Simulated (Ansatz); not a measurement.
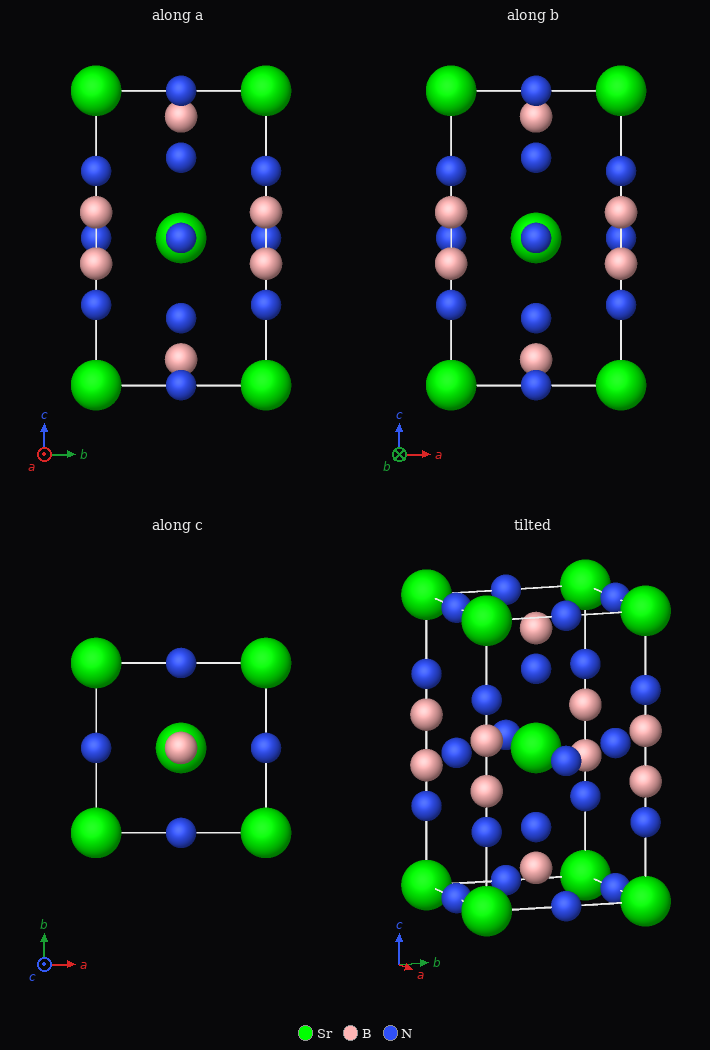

Structure drawing (spheres-only), viewed along the a axis, along the b axis, along the c axis and slightly off an axis. The wireframe shows the conventional unit cell.

Lattice parameters: a = 5.330 Å, b = 5.330 Å, c = 9.235 Å, α = 90.00°, β = 90.00°, γ = 90.00°. Put a along x and b in the xy plane.

**Express the structure as a POSCAR file, with free fractional coordinates to two decimals.**

```
Sr B N
1.0
     5.330    0.000    0.000
     0.000    5.330    0.000
     0.000    0.000    9.235
Sr B N
2 4 8
Direct
  0.00 0.00 0.00
  0.50 0.50 0.50
  0.00 0.00 0.41
  0.50 0.50 0.09
  0.50 0.50 0.91
  0.00 0.00 0.59
  0.50 0.00 0.00
  0.00 0.50 0.00
  0.00 0.00 0.27
  0.50 0.50 0.23
  0.00 0.50 0.50
  0.50 0.00 0.50
  0.50 0.50 0.77
  0.00 0.00 0.73
```

The structure was taken from a structure type filled with these elements by a generator (whether the compound takes this form wasn't checked). Atoms and cell were optimised with Ansatz 0.2.0, DFT PBE, scalar-relativistic, plane waves, PAW.
